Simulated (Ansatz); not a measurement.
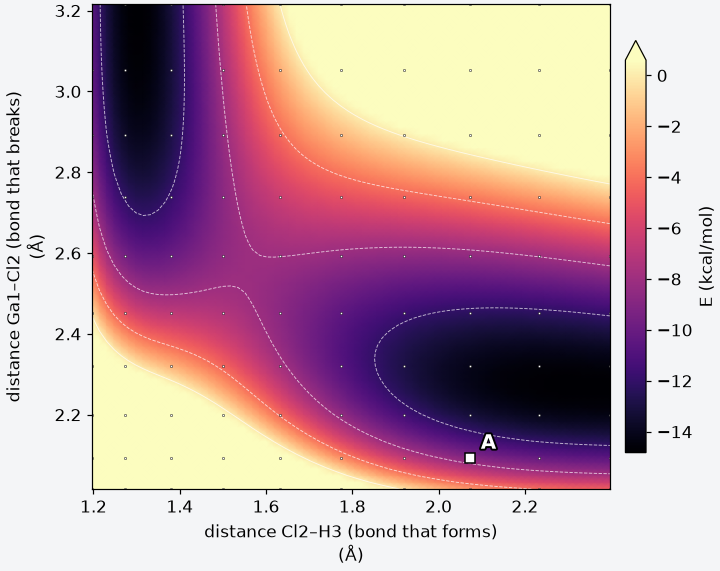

The reacting system Cl₂GaH. First axis: distance Cl2–H3 (bond that forms). Second axis: distance Ga1–Cl2 (bond that breaks). Relaxed at each point: all other coordinates. The grid has 10 × 10 points. Points are written as (first, second). Energies are in kcal/mol, from a guessed transition structure relaxed with its forming and breaking bonds held. The reference is spin-restricted, so regions where a bond is pulled apart into radicals lie too high. Computed with Ansatz 0.2.0, RKS CAM-B3LYP-D4/def2-SVP.

Drawn: a smooth colour map with a few white contour lines, dots at the grid points, one colour for all values above the top of the scale, the point A. Between grid points the surface is interpolated.

> Is A at rest? If not, where is it pushed?

A, at (2.073 Å, 2.093 Å), is not a stationary point. The computed force is 10 kcal/mol for each Å towards larger values of the first coordinate and 61 kcal/mol for each Å towards larger values of the second coordinate.
